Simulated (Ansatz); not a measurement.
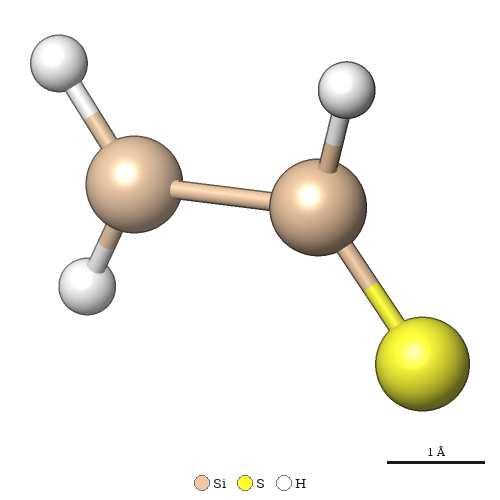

Rendered structure (ball-and-stick style).

State: neutral, doublet. The computed structure is the end point of a PBE0-D4/def2-TZVP optimisation. No frequency run is at hand to confirm it as a minimum.

What does the picture show?

It has 6 atoms: 3 hydrogen, 1 sulfur and 2 silicon (H₃SSi₂). It is an open-shell species. All atoms lie on one plane. Coordination: 2 Si trigonal planar.

More results for the same structure follow; atom numbers are the same in all pictures, views and colours differ.

Dipole moment

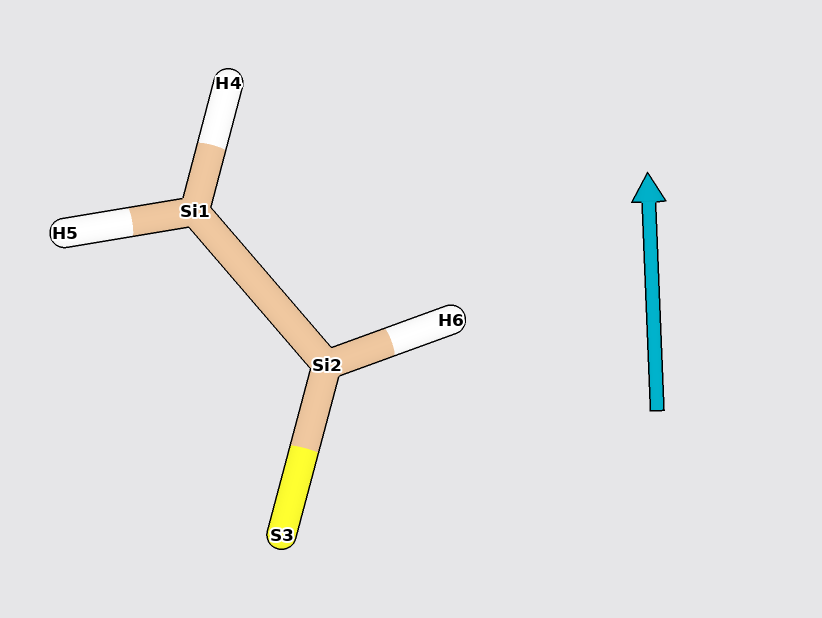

The arrow beside the molecule shows the direction of the dipole moment, from the negative to the positive end (its length means nothing). No frequency run is at hand to confirm it as a minimum. Level of theory: UKS PBE0-D4/def2-TZVP (Ansatz 0.2.0).

Question: How large is the dipole moment?

Answer: 3.47 D; it points from the side of S3 to the side of H4 (the outermost atoms at the two ends).

Electronic properties

No frequency run is at hand to confirm it as a minimum. Level of theory: UHF-CCSD(T), frozen core/def2-TZVPP (Ansatz 0.2.0).

What does the calculation give?

- ⟨S²⟩ of the determinant: 0.800
- T1 diagnostic: 0.021

Charges

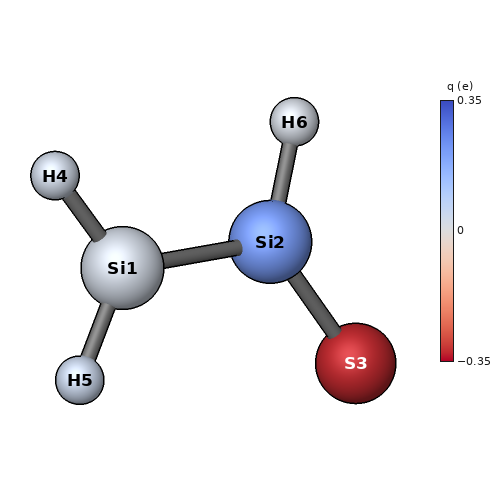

Atoms are coloured by their Mulliken charges. No frequency run is at hand to confirm it as a minimum. Properties computed with UKS PBE0-D4/def2-TZVP (Ansatz 0.2.0).

Give the Mulliken charges atom by atom.

| atom | value (e) |
| --- | --- |
| Si1 | 0.02 |
| Si2 | 0.21 |
| S3 | −0.32 |
| H4 | 0.03 |
| H5 | 0.04 |
| H6 | 0.02 |

Mulliken values depend strongly on the basis set and can even reverse the polarity of a bond.
